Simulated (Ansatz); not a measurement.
# CH6OSeSi (SMILES CO[SiH2][SeH]): HF/3-21G

Aim: the vertical singlet–triplet gap of CH6OSeSi at HF/3-21G, from 2 runs. 

The calculation is run with Ansatz 0.2.0.

80 further runs of the same task are left out: 80 set aside as unsound or not needed.

**1. The structure to begin with**

CH6OSeSi has 10 atoms, charge 0, and is taken as a singlet. SMILES: `CO[SiH2][SeH]`. The shape is that of a PBE0-D4/def2-TZVP optimisation. This is one conformer, not always the lowest.

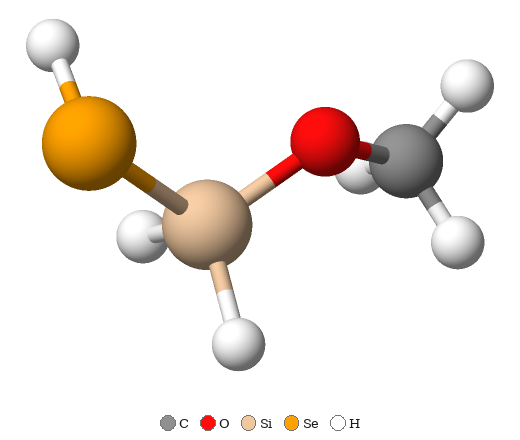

The structure, seen from a chosen angle (carbon grey, oxygen red, silicon light orange, selenium orange, hydrogen white).

**2. A single-point energy at HF/3-21G**

Contents of run.yaml:

```yaml
crystal:
  periodic: [false, false, false]
  atoms:
    - {symbol: C, position_ang: [0.459500, 1.568200, 0.455800]}
    - {symbol: O, position_ang: [0.708400, 0.213600, 0.148800]}
    - {symbol: Si, position_ang: [-0.400300, -0.737700, -0.594100]}
    - {symbol: Se, position_ang: [0.296800, -2.888700, -0.578100]}
    - {symbol: H, position_ang: [0.431100, 2.182900, -0.450600]}
    - {symbol: H, position_ang: [-0.487800, 1.693400, 0.993300]}
    - {symbol: H, position_ang: [1.269800, 1.926000, 1.092500]}
    - {symbol: H, position_ang: [-1.706900, -0.591200, 0.101000]}
    - {symbol: H, position_ang: [-0.551900, -0.390800, -2.031500]}
    - {symbol: H, position_ang: [0.064400, -3.026800, 0.865800]}
basis:
  gaussian:
    orbitals: 3-21G-spherical.json
hamiltonian:
  xc: hf
accuracy: high
output:
  orbitals: {seedname: orbitals}
```

The basis set 3-21G is read from a file made from the Basis Set Exchange's data (not shown).

Started as:

```bash
$ ansatz run run.yaml --threads 1 --pin off --max-ram 2610MiB --events-out events.jsonl --progress --plain --runs-dir runs
```

What it wrote:

```text
Warning: RAYON_NUM_THREADS=1 ignored (pool sized by the plan → 1); use --threads N
Functional definition: HF
  name "HF"
  exchange = exact_x
  correlation = 0
1345 factors; integrals over basis functions are off by at most 8.1e-9 eV
mean field evaluation 1: about -75957.9155 eV, gradient 2.7e1 eV
mean field evaluation 2: about -75958.2889 eV, gradient 2.8e1 eV
mean field evaluation 4: about -75960.0999 eV, gradient 2.4e0 eV
mean field evaluation 8: about -75960.1236 eV, gradient 1.1e-1 eV
mean field evaluation 16: about -75960.1237 eV, gradient 2.7e-8 eV
mean field -75960.12366663 eV, -2791.4830571275 hartree, gradient 2.7e-8 eV, S^2 0.000000; 0 other end points of the search recorded, 0 dependent functions left out
reference -75960.12366663 eV, -2791.4830571275 hartree; 34, 34 occupied and 31, 31 virtual orbitals, 1345 factors
Total energy: -75960.12366663 eV, -2791.4830571275 hartree
```

Wall time 1 s (1 thread of Arm Neoverse V2, shared host); peak memory 0.16 GiB.

**3. The triplet, same level**

Contents of in.yaml:

```yaml
crystal:
  periodic: [false, false, false]
  atoms:
    - {symbol: C, position_ang: [0.459500, 1.568200, 0.455800]}
    - {symbol: O, position_ang: [0.708400, 0.213600, 0.148800]}
    - {symbol: Si, position_ang: [-0.400300, -0.737700, -0.594100]}
    - {symbol: Se, position_ang: [0.296800, -2.888700, -0.578100]}
    - {symbol: H, position_ang: [0.431100, 2.182900, -0.450600]}
    - {symbol: H, position_ang: [-0.487800, 1.693400, 0.993300]}
    - {symbol: H, position_ang: [1.269800, 1.926000, 1.092500]}
    - {symbol: H, position_ang: [-1.706900, -0.591200, 0.101000]}
    - {symbol: H, position_ang: [-0.551900, -0.390800, -2.031500]}
    - {symbol: H, position_ang: [0.064400, -3.026800, 0.865800]}
basis:
  gaussian: {orbitals: 3-21G-spherical.json}
accuracy: high
output: {orbitals: {seedname: orbitals}}
hamiltonian: {xc: hf}
magnetization: {spin_polarized: true, initial_magnetization: 2}
```

The basis set 3-21G is read from a file made from the Basis Set Exchange's data (not shown).

Started as:

```bash
$ ansatz run in.yaml --threads 1 --pin off --max-ram 2610MiB --events-out events.jsonl --progress --plain --runs-dir runs
```

What it wrote:

```text
Warning: RAYON_NUM_THREADS=1 ignored (pool sized by the plan → 1); use --threads N
[... 4 set-up lines as earlier in the session ...]
1344 factors; integrals over basis functions are off by at most 8.1e-9 eV
mean field evaluation 1: about -75948.9824 eV, gradient 2.5e1 eV
mean field evaluation 2: about -75949.5394 eV, gradient 2.5e1 eV
mean field evaluation 4: about -75953.5090 eV, gradient 3.0e0 eV
mean field evaluation 8: about -75954.3032 eV, gradient 7.8e-1 eV
mean field evaluation 16: about -75954.7347 eV, gradient 1.0e-1 eV
mean field evaluation 32: about -75954.5936 eV, gradient 9.4e-1 eV
mean field evaluation 64: about -75953.6686 eV, gradient 2.8e0 eV
mean field evaluation 96: about -75951.5180 eV, gradient 7.1e0 eV
mean field evaluation 128: about -75952.1689 eV, gradient 2.6e0 eV
mean field -75954.73496168 eV, -2791.2850258732 hartree, gradient 7.4e-8 eV, S^2 2.007877; 3 other end points of the search recorded, 0 dependent functions left out
reference -75954.73496168 eV, -2791.2850258732 hartree; 35, 33 occupied and 30, 32 virtual orbitals, 1344 factors
Total energy: -75954.73496168 eV, -2791.2850258732 hartree
```

Run time: 4.8 s. Hardware: 1 thread of Arm Neoverse V2, shared host; peak memory 0.3 GiB.

**4. Results**

At HF/3-21G:

```
                                        quantity           value
                           singlet: total energy  -2791.48306 Eh
                            singlet: HOMO energy        -9.65 eV
                            singlet: LUMO energy         4.01 eV
                          singlet: HOMO–LUMO gap        13.66 eV
                           triplet: total energy  -2791.28503 Eh
     triplet: HOMO energy (highest over α and β)        -3.94 eV
      triplet: LUMO energy (lowest over α and β)        -0.73 eV
                                   triplet: ⟨S²⟩           2.008
vertical energy of the triplet above the singlet        5.389 eV
```

In words: At this shape the triplet lies 5.39 eV (520 kJ/mol) above the singlet.
